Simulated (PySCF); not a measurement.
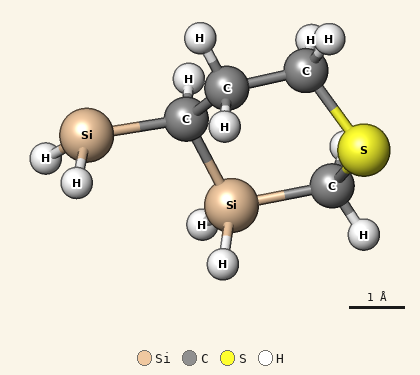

The structure (ball-and-stick view, seen at a tilt). Bond lengths as drawn: C–C 1.52 to 1.53 Å, C–H 1.09 to 1.10 Å, C–S 1.82 Å, C–Si 1.90 to 1.91 Å and H–Si 1.46 to 1.47 Å.

C$_{4}$H$_{11}$SSi$_{2}$: EPR calculation

- system: C$_{4}$H$_{11}$SSi$_{2}$, multiplicity 2
- method: UKS B3LYP, pcH-1 on C H S Si, non-relativistic, mean-field spin-orbit, GIAO (PySCF 2.14.0)

It belongs to a series of runs on one base structure; here: H removed from Si.

**The program's output**
```
UKS, coarse grid
  cycle   1  E = -1136.16833425  |g| = 3.51e-01
  cycle   2  E = -1136.13077030  |g| = 4.21e-01
  cycle   3  E = -1136.21966302  |g| = 8.08e-02
  cycle   4  E = -1136.22297091  |g| = 2.17e-02
  cycle   5  E = -1136.22320182  |g| = 5.88e-03
  cycle   6  E = -1136.22321930  |g| = 1.94e-03
  cycle   7  E = -1136.22322134  |g| = 7.52e-04
UKS, final grid
  cycle   1  E = -1136.22323184  |g| = 1.12e-03
  cycle   2  E = -1136.22323083  |g| = 1.78e-03
  cycle   3  E = -1136.22323253  |g| = 7.36e-05
  cycle   4  E = -1136.22323253  |g| = 2.18e-05
E = -1136.22323253 Eh   <S^2> = 0.7516 (exact 0.7500)
g shifts (ppm)      1          2          3
  rmc          -129       -129       -129
  gc             17         48         52
  oz_so        -190       1789       1864
  total        -302       1708       1787
hyperfine (MHz)  atom isotope    a_iso     a_fc   dipolar eigenvalues
    0  29Si    -426.86    -427.85   -170.14     84.91     85.23
    1   13C       6.05       6.01     -4.73     -4.59      9.32
    2   13C       9.63       9.63     -0.79     -0.63      1.42
    3   13C      -1.23      -1.23     -0.24     -0.10      0.34
    4   33S       0.42       0.42     -0.18      0.01      0.17
    5   13C      14.85      14.86     -1.61     -1.50      3.11
    6  29Si     -53.44     -53.48     -6.88      2.74      4.14
    7    1H      27.66      27.64     -9.93      1.38      8.54
    8    1H      34.99      34.97     -9.95      1.59      8.36
    9    1H       8.62       8.61     -4.21     -2.36      6.57
   10    1H      -0.13      -0.13     -2.07     -1.53      3.60
   11    1H       0.46       0.46     -3.30     -1.99      5.30
   12    1H      -0.28      -0.28     -0.64     -0.51      1.15
   13    1H      -0.01      -0.01     -0.99     -0.58      1.56
   14    1H       3.07       3.07     -1.07     -0.33      1.40
   15    1H      -0.81      -0.81     -1.15     -0.30      1.45
   16    1H      -0.32      -0.32     -1.88     -0.68      2.56
   17    1H      -1.05      -1.05     -1.65     -0.74      2.39
```

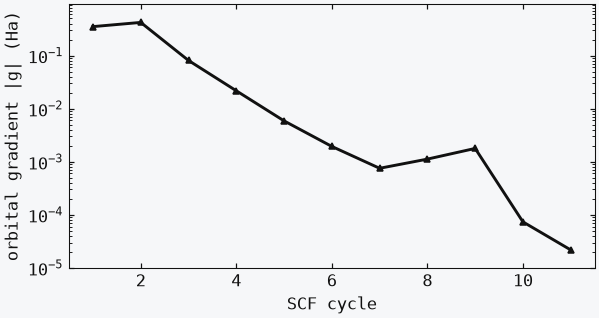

Convergence of the self-consistent field: orbital gradient |g| against the SCF cycle. All cycles printed in the log are drawn one after another.

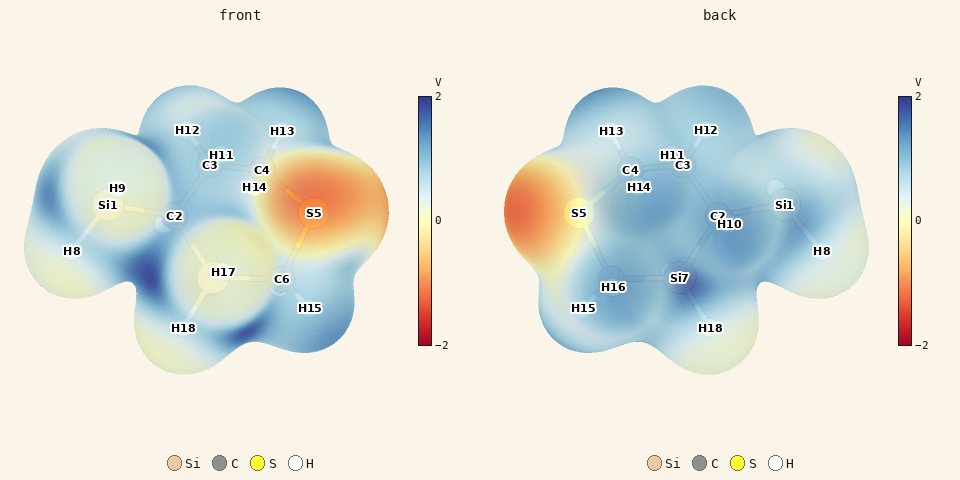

The molecular electrostatic potential painted on the density surface at 0.004 e/bohr³, seen at a tilt and from behind; red is negative and blue positive.

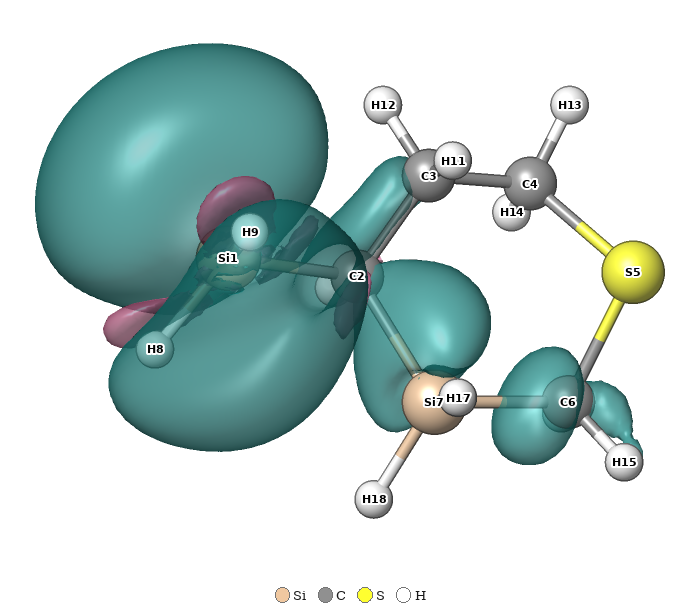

Isosurfaces of the spin density (α minus β) at +0.003 (teal) and −0.003 e/Å³ (pink), seen at a tilt. The unpaired spin (1 electron) lies mostly on Si1 (about 0.8), in electrons by Hirshfeld's partition.

This output came from the following input.

**The input**
```
{"job": {"kind": "epr", "basis": "pcH-1"}, "charge": 0, "multiplicity": 2}
Si    -0.179273    -2.748692    -0.200510
C      0.088905    -0.936325     0.318312
C      1.304643    -0.332841    -0.389562
C      1.608967     1.094639     0.045316
S      0.450314     2.329693    -0.622189
C     -1.022165     1.920442     0.365841
Si    -1.476594     0.110785     0.015615
H     -1.257720    -3.378671     0.552439
H     -0.329517    -2.900981    -1.643834
H      0.291836    -0.923792     1.396478
H      1.150408    -0.341367    -1.471597
H      2.191375    -0.941868    -0.180989
H      2.584473     1.407118    -0.328684
H      1.600629     1.188846     1.133279
H     -1.793326     2.612876     0.040052
H     -0.791907     2.130653     1.409273
H     -1.888928     0.017318    -1.386784
H     -2.540880    -0.301513     0.935886
```

The first line tells a small driver script what to run in PySCF; the rest is the geometry in Å.

Launched with:
```bash
OMP_NUM_THREADS=1 python <driver script> task.json out
```

**Summary**

```csv
quantity,value
outcome,converged
total energy,−1136.223233 hartree
⟨S²⟩,0.752
isotropic g,2.0034
hardware,"1 CPU thread, shared host"
wall time,1.7 min
peak memory,1.1 GiB
```
